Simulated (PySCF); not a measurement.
**Run report: C₃H₇ClSi, excited-state calculation**

System: C₃H₇ClSi.
Method: TDDFT B3LYP/def2-SVPD, vertical, gas phase, core orbitals frozen in the response (PySCF 2.14.0).

The geometry comes from this level: GFN2-xTB. It belongs to a series of runs on one base structure; here: terminal O group replaced by H.

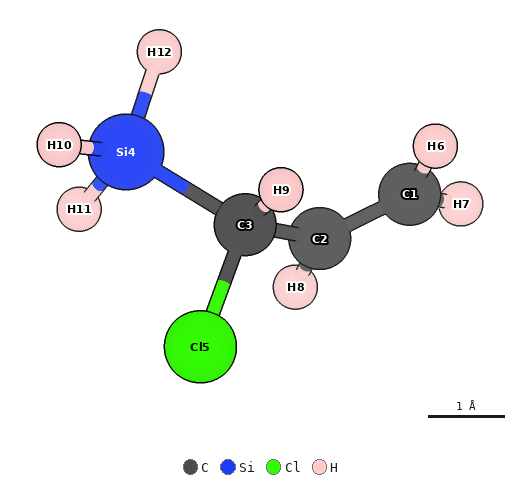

*The structure as given in the input (ball-and-stick view, seen at a tilt; atoms are numbered from 1 in the order of the input).*

Bond lengths as drawn: C–C 1.32 to 1.48 Å, C–Cl 1.80 Å, C–H 1.08 to 1.09 Å, C–Si 1.92 Å and H–Si 1.46 Å.

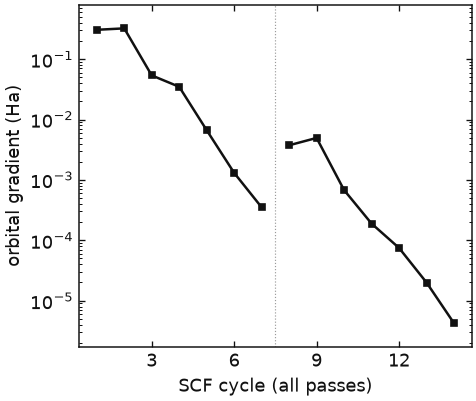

*Convergence of the self-consistent field: orbital gradient against the SCF cycle. The dotted line marks the change from a coarse to the final integration grid.*

The first 7 cycles use a coarse grid, the final grid takes over at cycle 8, and the field converges after 14 cycles in all.

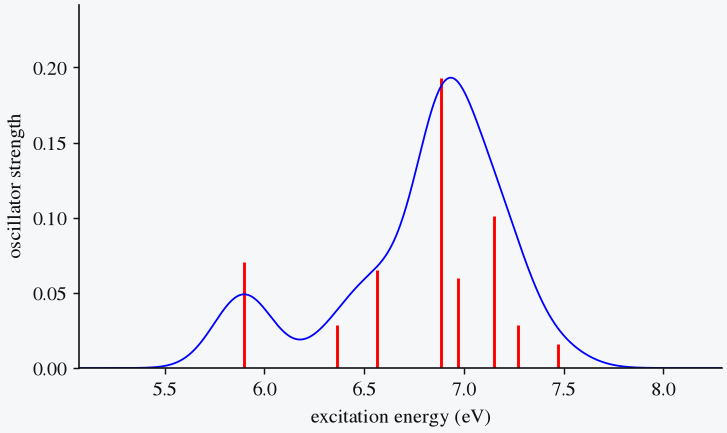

*Computed excitations as sticks (degenerate states added up, dark ones marked on the axis), with a Gaussian envelope of 0.35 eV full width at half maximum, scaled to the tallest.*

Of the 8 states the lowest lies at 5.90 eV (f = 0.071); the strongest line is at 6.88 eV, or 180 nm (f = 0.193).

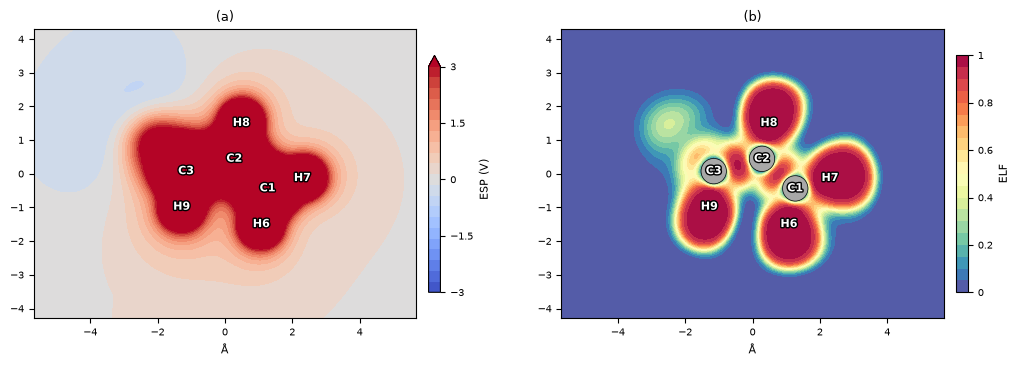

*(a) electrostatic potential; (b) electron localisation function on the plane of atoms C2, C1 and H6. Grey discs, where drawn, cover atomic cores.*

Atoms in the plane: C and H. C–C (1.32 Å): the ELF peaks at about 0.95 between the atoms (a multiple bond by its length, whose ELF region spreads away from the axis). C–H (1.08 Å): the ELF climbs to about 1 towards the hydrogen, as it does in any bond to H; a covalent bond by its length.

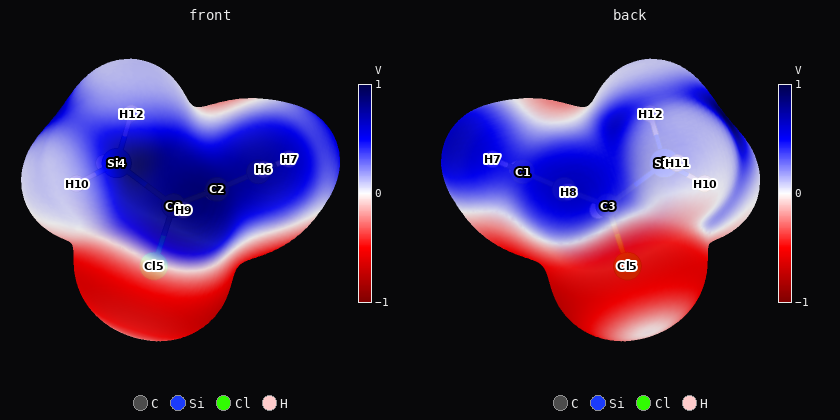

*The electrostatic potential painted on the density surface at 0.001 e/bohr³, seen at a tilt and from behind; the colour scale runs from red (negative) to blue (positive).*

These pictures come from the run below.

Input file:
```
{"job": {"kind": "uv", "xc": "B3LYP", "basis": "def2-SVPD", "nstates": 8, "ntriplets": 3}, "charge": 0, "multiplicity": 1}
C      1.890367     0.318752    -0.827049
C      1.001293    -0.402322    -0.165883
C     -0.048526     0.172553     0.703799
Si    -1.821782    -0.065860     0.002101
Cl    -0.043423    -0.669842     2.298617
H      1.920591     1.393091    -0.744025
H      2.616430    -0.132951    -1.480407
H      0.989552    -1.480204    -0.255273
H      0.164112     1.219766     0.921938
H     -2.750370     0.530655     0.957611
H     -2.048473    -1.500370    -0.145079
H     -1.868572     0.616045    -1.292378
```

The first line tells a small driver script what to run in PySCF; the rest is the geometry in Å.

Command:
```bash
OMP_NUM_THREADS=1 python <driver script> task.json out
```

What the program printed:
```
coarse grid: 10848 points
cycle   1  E = -867.7866530326  dE =  2.650e-01  |g| = 3.061e-01  |ddm| = 4.960e+00
cycle   2  E = -867.7846066355  dE =  2.046e-03  |g| = 3.232e-01  |ddm| = 1.204e+00
cycle   3  E = -867.8130790768  dE = -2.847e-02  |g| = 5.378e-02  |ddm| = 5.963e-01
cycle   4  E = -867.8135773414  dE = -4.983e-04  |g| = 3.483e-02  |ddm| = 1.363e-01
cycle   5  E = -867.8138947267  dE = -3.174e-04  |g| = 6.658e-03  |ddm| = 5.945e-02
cycle   6  E = -867.8139066336  dE = -1.191e-05  |g| = 1.307e-03  |ddm| = 1.689e-02
cycle   7  E = -867.8139070765  dE = -4.429e-07  |g| = 3.514e-04  |ddm| = 3.320e-03
final grid: 94904 points
cycle   8  E = -867.9203928557  dE = -2.354e-05  |g| = 3.745e-03  |ddm| = 1.053e-01
cycle   9  E = -867.9203898859  dE =  2.970e-06  |g| = 4.955e-03  |ddm| = 1.433e-02
cycle  10  E = -867.9203966320  dE = -6.746e-06  |g| = 6.786e-04  |ddm| = 8.477e-03
cycle  11  E = -867.9203967487  dE = -1.167e-07  |g| = 1.891e-04  |ddm| = 1.300e-03
cycle  12  E = -867.9203967573  dE = -8.612e-09  |g| = 7.470e-05  |ddm| = 4.280e-04
cycle  13  E = -867.9203967588  dE = -1.496e-09  |g| = 1.999e-05  |ddm| = 1.419e-04
cycle  14  E = -867.9203967589  dE = -9.823e-11  |g| = 4.238e-06  |ddm| = 4.307e-05
converged SCF energy = -867.9203967589

Static polarisability (au): isotropic 80.557, principal 65.803 78.966 96.902

Singlet excitations
state   eV       nm        f      main configurations
  1   5.8969    210.3   0.07057   H->L 0.65, H-1->L 0.28
  2   6.3617    194.9   0.02872   H-1->L 0.44, H->L+1 0.38, H-2->L 0.09
  3   6.5659    188.8   0.06526   H->L+1 0.48, H-2->L 0.36
  4   6.8828    180.1   0.19317   H-2->L 0.46, H-1->L+1 0.13, H->L 0.12
  5   6.9729    177.8   0.05972   H->L+2 0.64, H->L+3 0.18, H-1->L+1 0.11
  6   7.1534    173.3   0.10111   H-1->L+1 0.63, H->L+2 0.14
  7   7.2706    170.5   0.02849   H->L+3 0.73, H->L+2 0.12
  8   7.4703    166.0   0.01625   H->L+4 0.79, H-1->L+2 0.09

Triplet excitations (Tamm-Dancoff, eV): 4.2750 5.5825 6.0377
```

Summary:

```tsv
quantity	value
outcome	converged
total energy	−867.920397 hartree
HOMO	−7.39 eV
LUMO	−0.80 eV
dipole moment	1.83 D
mean polarisability	80.56 a.u.
lowest singlet excitation	5.90 eV
hardware	1 CPU thread, shared host
wall time	23 s
peak memory	0.69 GiB
```
